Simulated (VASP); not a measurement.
Band structure of RuB (relaxed from the CsCl type structure, space group Pm-3m). Computed with LDA (Ceperley-Alder, Perdew-Zunger), VASP's LDA PAW potentials (set 64) (plane waves; VASP).

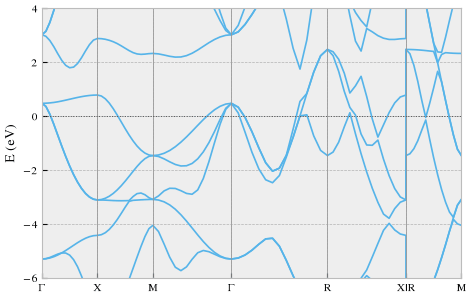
Figure: Bands along high-symmetry lines, zero at the valence-band maximum or, without a gap, the Fermi level

Problem. Read the plot: is there a gap, and where are the band edges?

Solution. It has no gap at this level: it comes out as a metal or semimetal. (Edges off the drawn lines would not show.)

The structure was generated: RuB was put into the CsCl type type (Pm-3m), which need not be its known phase. It was relaxed first, which changed the volume by -30 %. The electron count is odd and the run is not spin-polarised, which forces a metal.
